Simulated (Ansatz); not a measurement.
## Redistribution: CH2Cl2 + CH3I → CHCl2I + CH4

Species: CH2Cl2 `ClCCl`, singlet; CH3I (methyl iodide) `CI`, singlet; CHCl2I (dichloroiodomethane) `ClC(Cl)I`, singlet; CH4 (methane) `C`, singlet. The partners trade H for I; both sit on C, so the bond types are kept.

Shapes, held fixed at every level: PBE0-D4/def2-TZVP. Programs: Ansatz 0.2.0. The zero-point and thermal change to 298 K, harmonic and unscaled (PBE0-D4/def2-TZVP), is -3.9 kJ/mol.

| level | kind | ΔH(298 K) (kJ/mol) | less CCSD(T)/def2-TZVPP |
| --- | --- | --- | --- |
| HF/def2-SVP | Hartree–Fock | +37.5 | +23.1 |
| SPW92/def2-TZVPP | LDA | +2.9 | -11.5 |
| BHLYP-D4/def2-TZVPP | global hybrid | +16.5 | +2.1 |
| r2SCAN0-D4/def2-TZVPP | global hybrid | +15.3 | +0.9 |
| wB97M-V/def2-TZVPP | range-separated hybrid | +13.8 | -0.6 |
| wB97X-V/def2-TZVPP | range-separated hybrid | +16.2 | +1.8 |
| CCSD(T)/def2-TZVPP | coupled cluster or CI | +14.4 | 0.0 |

The highest level, CCSD(T)/def2-TZVPP, gives ΔH(298 K) = +14.4 kJ/mol; the levels span +2.9 to +37.5. The column of differences is taken from that level and isn't an error. No measured value is set beside it here. For atoms past krypton def2 sets carry core potentials with scalar relativity. Correlated rows may include outer-core shells of I, which these sets cover unevenly.

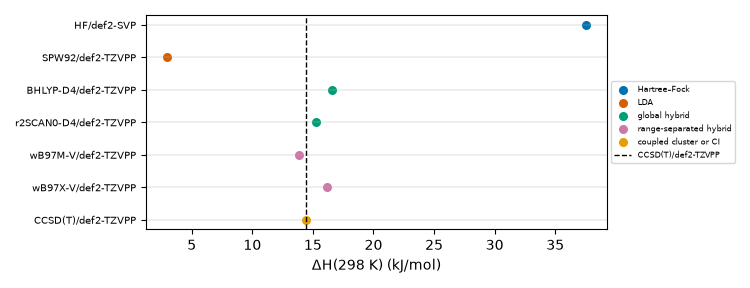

The values of the table, level by level.
